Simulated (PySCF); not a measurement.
C3H2BrFO2

```xyz
9

O    -1.6617   -1.5192   -0.2709
C    -0.9953   -0.5190   -0.3126
O    -1.5125    0.7102   -0.2756
C     0.4797   -0.5419   -0.4091
C     1.2667    0.5283   -0.4596
F     0.8542    1.7788   -0.4321
Br    3.1433    0.4250   -0.5827
H    -2.4796    0.6702   -0.2126
H     0.9188   -1.5263   -0.4388
```

Geometry: GFN2-xTB.

Theory: CAM-B3LYP/def2-SVPD, SCF density, gas phase in PySCF.

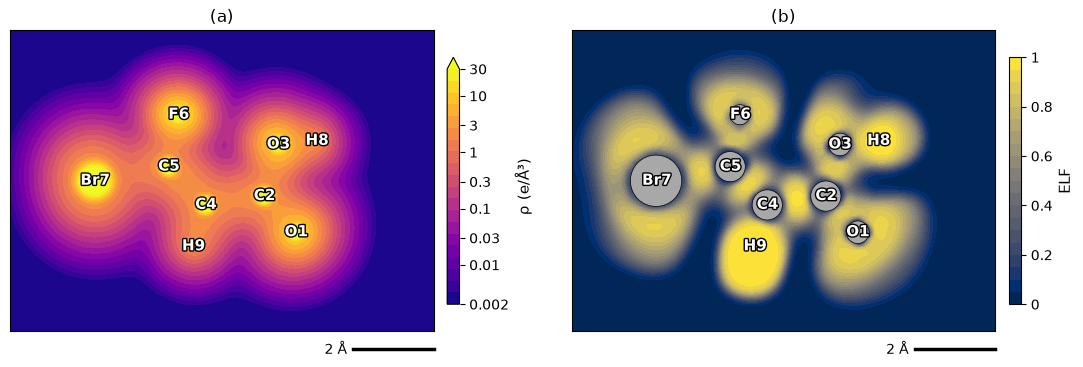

Figure 1. (a) total electron density; (b) electron localisation function on the molecular plane. Grey discs cover the atomic cores in the ELF map.

### What does the map show?

The section cuts through O, C, F, Br and H sites.
C–O (1.20 Å): the density is about 3.4 e/Å³ at the midpoint; the ELF peaks at about 0.85 between the atoms (a short, multiple covalent bond).
C–F (1.32 Å): the density is about 2.5 e/Å³ at the midpoint; the ELF peaks at about 0.85 between the atoms, as expected for a shared but strongly polarised pair.
C–C (1.33 Å): the density is about 2.3 e/Å³ at the midpoint; the ELF peaks at about 0.95 between the atoms: a multiple bond.
C–Br (1.88 Å): ρ is about 1.2 e/Å³ halfway; the ELF peaks at about 0.90 between the atoms (localised, covalent bonding).
O–H (0.97 Å): ρ at the midpoint is about 3.7 e/Å³; the ELF climbs to about 1 towards the hydrogen, as it does in any bond to H (a covalent bond by its length).
The ELF also peaks beside O1, Br7 and F6, away from the bonds: lone-pair regions.

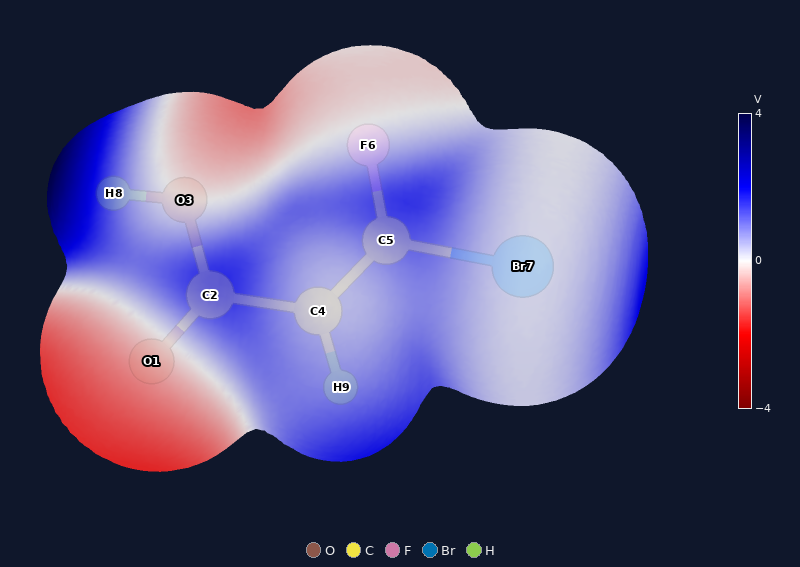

Figure 2. The molecular electrostatic potential painted on the density surface at 0.004 e/bohr³, seen at a tilt; the colour scale runs from red (negative) to blue (positive).

### Which sites attract a positive test charge, and which a negative one?

A positive charge is drawn to the negative regions and a negative charge to the positive ones. The most negative region (about −1.7 V, or −39 kcal/mol for a unit charge) lies over O1, the most positive (about +3.8 V, or +88 kcal/mol for a unit charge) over H8. Br7 shows a σ-hole: about +2.1 V, or +48 kcal/mol for a unit charge at the tip opposite its bond, against about +0.2 V on its flanks. O1 is the likeliest acceptor of a hydrogen bond.

### How polar is the molecule by this calculation?

Its dipole moment is 1.17 D.

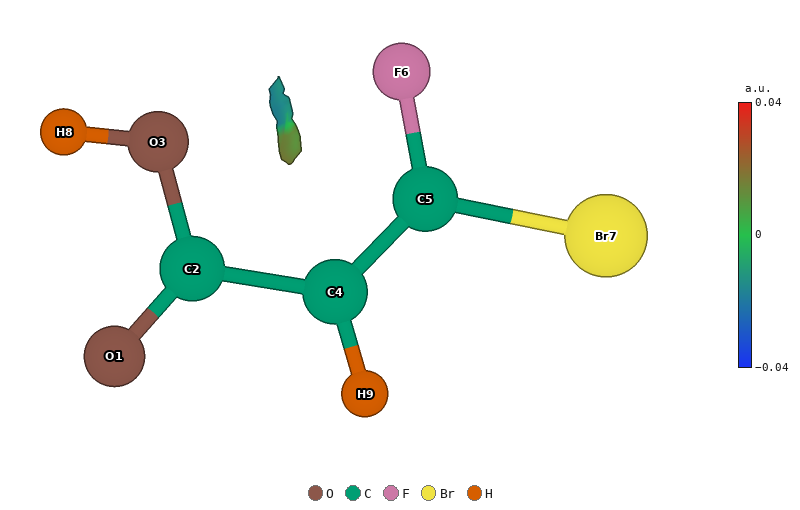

Figure 3. Non-covalent interaction (NCI) plot: the surface where the reduced density gradient is 0.5, for densities under 0.05 a.u., coloured by sign(λ₂)ρ; seen across its widest extent.

### Which non-covalent interactions does the plot reveal?

Between O3 and C2 on one side and F6 and C5 on the other: a weak contact, attractive (blue-green) on one side and crowded (olive to red) on the other.
